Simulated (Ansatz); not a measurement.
# One shape, several levels: triplet BH2Cl

We compute a comparison of 6 runs (U-r2SCAN0/STO-3G, U-wB97X/STO-3G, UB2PLYP/STO-3G, UCAM-B3LYP/STO-3G, UPBE/STO-3G, UCCSD(T)/STO-3G) of triplet BH2Cl. 

The results are computed with Ansatz 0.2.0.

56 further runs of the same task are left out: 2 that didn't finish, 54 set aside as unsound or not needed.

## (1) The system as given

BH2Cl has 4 atoms, charge 0, and is taken as a triplet. As SMILES of the parent species, `BCl`. The shape is that of a PBE0-D4/def2-TZVP optimisation. That shape belongs to the parent species and isn't relaxed for this state.

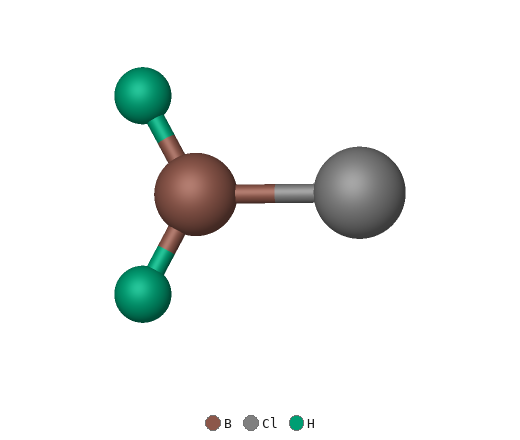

Viewed from a chosen angle; boron brown, chlorine grey, hydrogen teal.

## (2) A single-point energy at U-r2SCAN0/STO-3G (run 1)

The input, input.yaml:

```yaml
basis:
  gaussian:
    orbitals: STO-3G
crystal:
  periodic: [false, false, false]
  atoms:
    - {symbol: B, position_ang: [-0.116700, 0.021700, -0.075300]}
    - {symbol: Cl, position_ang: [1.365000, -0.395300, 0.721200]}
    - {symbol: H, position_ang: [-1.106200, -0.559500, 0.240400]}
    - {symbol: H, position_ang: [-0.086600, 0.872800, -0.906600]}
magnetization:
  spin_polarized: true
  initial_magnetization: 2
hamiltonian:
  xc: {name: r2SCAN0}
accuracy: high
```

On the command line:

```console
$ ansatz run input.yaml --threads 1 --pin off --max-ram 2610MiB --events-out events.jsonl --progress --plain --runs-dir runs
```

The program printed:

```text
Warning: RAYON_NUM_THREADS=1 ignored (pool sized by the plan → 1); use --threads N
Functional definition: r2SCAN0
  name "r2SCAN0"
  parameter a = 0.25
  parameter k0 = 0.174
  parameter k1 = 0.065
  parameter a1 = 4.9479
  exchange = (1 - a)*r2scan_x(k0 = k0, k1 = k1, a1 = a1) + a*exact_x
  correlation = r2scan_c
263 factors; integrals over basis functions are off by at most 1.2e-8 eV
mean field evaluation 1: about -13080.9485 eV, gradient 3.9e0 eV
mean field evaluation 2: about -13081.0396 eV, gradient 2.4e0 eV
mean field evaluation 4: about -13081.0998 eV, gradient 9.3e-2 eV
mean field evaluation 8: about -13081.0898 eV, gradient 4.4e-3 eV
mean field evaluation 16: about -13081.0898 eV, gradient 5.1e-7 eV
mean field -13081.08978950 eV, -480.7211830830 hartree, gradient 3.3e-8 eV, S^2 2.002218; 2 other end points of the search recorded, 0 dependent functions left out
reference -13081.08978998 eV, -480.7211831005 hartree; 13, 11 occupied and 3, 5 virtual orbitals, 263 factors
Total energy: -13081.08978998 eV, -480.7211831005 hartree
```

It took 3.9 s on 1 thread of Arm Neoverse V1, shared host; peak memory 0.19 GiB.

## (3) The energy at U-wB97X/STO-3G (run 2)

The input, run.yaml:

```yaml
basis:
  gaussian: {orbitals: STO-3G}
crystal:
  periodic: [false, false, false]
  atoms:
    - {symbol: B, position_ang: [-0.116700, 0.021700, -0.075300]}
    - {symbol: Cl, position_ang: [1.365000, -0.395300, 0.721200]}
    - {symbol: H, position_ang: [-1.106200, -0.559500, 0.240400]}
    - {symbol: H, position_ang: [-0.086600, 0.872800, -0.906600]}
accuracy: high
magnetization: {spin_polarized: true, initial_magnetization: 2}
hamiltonian: {xc: {name: wB97X}}
```

On the command line:

```console
$ ansatz run run.yaml --threads 1 --pin off --max-ram 2610MiB --events-out events.jsonl --progress --plain --runs-dir runs
```

The program printed:

```text
Warning: RAYON_NUM_THREADS=1 ignored (pool sized by the plan → 1); use --threads N
Functional definition: wB97X
  name "wB97X"
  parameter omega = 0.3/bohr
  parameter cx = 0.157706
  parameter cx1 = 0.726479
  parameter cx2 = 1.04760
  parameter cx3 = -5.70635
  parameter cx4 = 13.2794
  parameter css1 = -4.33879
  parameter css2 = 18.2308
  parameter css3 = -31.7430
  parameter css4 = 17.2901
  parameter cos1 = 2.37031
  parameter cos2 = -11.3995
  parameter cos3 = 6.58405
  parameter cos4 = -3.78132
  exchange = spin_sum(e_x_unif_sr(omega)*poly(b97_u_x, 1 - cx, cx1, cx2, cx3, cx4)) + cx*exact_x_sr(omega)
      + exact_x_lr(omega)
  correlation = spin_sum(e_c_pw_same_spin*poly(b97_u_same, 1, css1, css2, css3, css4))
      + integral(e_c_pw_opposite_spin*poly(b97_u_opposite, 1, cos1, cos2, cos3, cos4))
263 factors; integrals over basis functions are off by at most 1.2e-8 eV
117 factors; integrals over basis functions are off by at most 9.2e-10 eV
mean field evaluation 1: about -13080.8160 eV, gradient 5.7e0 eV
mean field evaluation 2: about -13081.1851 eV, gradient 2.0e0 eV
mean field evaluation 4: about -13081.2279 eV, gradient 2.6e-1 eV
mean field evaluation 8: about -13081.2084 eV, gradient 3.2e-3 eV
mean field evaluation 16: about -13081.2084 eV, gradient 1.3e-5 eV
mean field -13081.20842601 eV, -480.7255428942 hartree, gradient 6.0e-8 eV, S^2 2.001344; 2 other end points of the search recorded, 0 dependent functions left out
reference -13081.20842480 eV, -480.7255428497 hartree; 13, 11 occupied and 3, 5 virtual orbitals, 263 factors
Total energy: -13081.20842480 eV, -480.7255428497 hartree
```

Wall time 7.5 s (1 thread of Arm Neoverse V1, shared host); peak memory 0.32 GiB.

Run 3 isn't shown in full; the table further down has it.

## (4) A single-point energy at UCAM-B3LYP/STO-3G (run 4)

The input, in.yaml:

```yaml
crystal:
  periodic: [false, false, false]
  atoms:
    - {symbol: B, position_ang: [-0.116700, 0.021700, -0.075300]}
    - {symbol: Cl, position_ang: [1.365000, -0.395300, 0.721200]}
    - {symbol: H, position_ang: [-1.106200, -0.559500, 0.240400]}
    - {symbol: H, position_ang: [-0.086600, 0.872800, -0.906600]}
basis:
  gaussian: {orbitals: STO-3G}
magnetization: {spin_polarized: true, initial_magnetization: 2}
accuracy: high
hamiltonian: {xc: {name: CAM-B3LYP}}
```

On the command line:

```console
$ ansatz run in.yaml --threads 1 --pin off --max-ram 2610MiB --events-out events.jsonl --progress --plain --runs-dir runs
```

The program printed:

```text
Warning: RAYON_NUM_THREADS=1 ignored (pool sized by the plan → 1); use --threads N
Functional definition: CAM-B3LYP
  name "CAM-B3LYP"
  parameter alpha = 0.19
  parameter beta = 0.46
  parameter omega = 0.33/bohr
  parameter ac = 0.81
  exchange = (1 - alpha - beta)*b88_x + beta*b88_x_sr(omega) + alpha*exact_x + beta*exact_x_lr(omega)
  correlation = (1 - ac)*vwn5_c + ac*lyp_c
263 factors; integrals over basis functions are off by at most 1.2e-8 eV
132 factors; integrals over basis functions are off by at most 8.7e-10 eV
mean field evaluation 1: about -13080.1285 eV, gradient 4.2e0 eV
mean field evaluation 2: about -13080.3134 eV, gradient 1.2e0 eV
mean field evaluation 4: about -13080.3279 eV, gradient 1.5e-1 eV
mean field evaluation 8: about -13080.3089 eV, gradient 1.9e-3 eV
mean field evaluation 16: about -13080.3089 eV, gradient 1.6e-6 eV
mean field -13080.30892141 eV, -480.6924867099 hartree, gradient 3.8e-8 eV, S^2 2.001265; 2 other end points of the search recorded, 0 dependent functions left out
reference -13080.30893303 eV, -480.6924871369 hartree; 13, 11 occupied and 3, 5 virtual orbitals, 263 factors
Total energy: -13080.30893303 eV, -480.6924871369 hartree
```

It took 1.8 s on 1 thread of Arm Neoverse V1, shared host; peak memory 0.11 GiB.

Run 5 isn't shown in full; the table further down has it.

## (5) A single-point energy at UCCSD(T)/STO-3G (run 6)

Edit in.yaml of step 4 so:

```diff
@@ -8,5 +8,12 @@
 basis:
-  gaussian: {orbitals: STO-3G}
-magnetization: {spin_polarized: true, initial_magnetization: 2}
+  gaussian:
+    orbitals: STO-3G
+magnetization:
+  spin_polarized: true
+  initial_magnetization: 2
+correlation:
+  method: ccsd_t
+  frozen_orbitals: {B: 1, Cl: 5, H: 0}
 accuracy: high
-hamiltonian: {xc: {name: CAM-B3LYP}}
+scf:
+  omitted_lower_state_checks: [cluster_reference, increment]
```

On the command line:

```console
$ ansatz run in.yaml --threads 1 --pin off --max-ram 2610MiB --events-out events.jsonl --progress --plain --runs-dir runs
```

The program printed:

```text
Warning: RAYON_NUM_THREADS=1 ignored (pool sized by the plan → 1); use --threads N
Functional definition: HF
  name "HF"
  exchange = exact_x
  correlation = 0
these checks for a lower state are left out or cut short: cluster_reference, increment
263 factors; integrals over basis functions are off by at most 1.2e-8 eV
mean field evaluation 1: about -13058.0178 eV, gradient 7.2e0 eV
mean field evaluation 2: about -13058.0576 eV, gradient 7.1e0 eV
mean field evaluation 4: about -13058.6426 eV, gradient 7.6e-1 eV
mean field evaluation 8: about -13058.7349 eV, gradient 8.9e-2 eV
mean field evaluation 16: about -13058.7344 eV, gradient 1.6e-8 eV
mean field evaluation 32: about -13057.7704 eV, gradient 5.7e-4 eV
mean field -13058.73435750 eV, -479.8996361101 hartree, gradient 1.6e-8 eV, S^2 2.003434; 7 other end points of the search recorded, 0 dependent functions left out
6 core orbitals not correlated: weight in the atoms' cores, before any rotation towards them, 1.000 or more for the frozen orbitals, at most 0.000 for the correlated occupied ones
reference -13058.73435750 eV, -479.8996361101 hartree; 7, 5 occupied and 3, 5 virtual orbitals, 263 factors
second order -1.07217497 eV of doubles, -0.00000000 eV of singles
cycle   1  -1.37515985 eV  change   -3.4e-1 eV  update   5.4e-2
cycle   2  -1.61241414 eV  change   -2.4e-1 eV  update   3.0e-2
cycle   3  -1.65132190 eV  change   -3.9e-2 eV  update   1.5e-2
cycle   4  -1.66442210 eV  change   -1.3e-2 eV  update   5.7e-3
cycle   5  -1.66155049 eV  change    2.9e-3 eV  update   1.8e-3
cycle   6  -1.66185542 eV  change   -3.0e-4 eV  update   5.8e-4
cycle   7  -1.66204415 eV  change   -1.9e-4 eV  update   1.8e-4
cycle   8  -1.66185963 eV  change    1.8e-4 eV  update   4.4e-5
cycle   9  -1.66188152 eV  change   -2.2e-5 eV  update   1.2e-5
cycle  10  -1.66188482 eV  change   -3.3e-6 eV  update   3.3e-6
cycle  11  -1.66188609 eV  change   -1.3e-6 eV  update   9.6e-7
cycle  12  -1.66188552 eV  change    5.7e-7 eV  update   2.7e-7
cycle  13  -1.66188559 eV  change   -7.5e-8 eV  update   9.9e-8
cycle  14  -1.66188564 eV  change   -4.4e-8 eV  update   5.3e-8
cycle  15  -1.66188564 eV  change   -6.2e-9 eV  update   3.5e-8
cycle  16  -1.66188564 eV  change    1.8e-9 eV  update   2.6e-8
cycle  17  -1.66188563 eV  change    9.7e-9 eV  update   2.0e-8
cycle  18  -1.66188544 eV  change    1.9e-7 eV  update   5.2e-8
cycle  19  -1.66188535 eV  change    9.2e-8 eV  update   2.3e-8
cycle  20  -1.66188533 eV  change    1.6e-8 eV  update   8.5e-9
cycle  21  -1.66188533 eV  change   -2.2e-9 eV  update   5.1e-9
cycle  22  -1.66188534 eV  change   -2.8e-9 eV  update   1.7e-9
cycle  23  -1.66188534 eV  change  -4.2e-10 eV  update  5.8e-10
perturbative correction -0.02665494 eV, -0.0009795510 hartree
WARN: these amplitudes may be one of several solutions (largest doubles amplitude 0.09, level shift 1.11 eV)
Total energy: -13060.42289778 eV, -479.9616888207 hartree
Checks for a lower state left out: cluster_reference, increment
```

Run time: 0.24 s. Hardware: 1 thread of Arm Neoverse V1, shared host.

## (6) Overview of the runs

```
run              level  frozen core orbitals  energy (Eh)   ⟨S²⟩  wall time
  1   U-r2SCAN0/STO-3G                     –  -480.721183  2.002      3.9 s
  2     U-wB97X/STO-3G                     –  -480.725543  2.001      7.5 s
  3     UB2PLYP/STO-3G                     6  -480.504706  2.002      1.6 s
  4  UCAM-B3LYP/STO-3G                     –  -480.692487  2.001      1.8 s
  5        UPBE/STO-3G                     –  -480.489388  2.001      1.2 s
  6    UCCSD(T)/STO-3G                     6  -479.961689  2.003     0.24 s
```

## (7) Outcome

```
                                          quantity          value
                               run 6: total energy  -479.96169 Eh
run 6: correlation energy (6 core orbitals frozen)      -62.1 mEh
                             run 6: (T) correction      -0.98 mEh
          run 6: ⟨S²⟩ of the reference determinant          2.003
                              run 6: T1 diagnostic          0.021
```

What this shows: Totals of different functionals can't be ranked against each other. In runs 1, 2, 3, 4, 5, 6 the basis is minimal, so the values are rough. All runs together took 16 s, the longest 7.5 s.
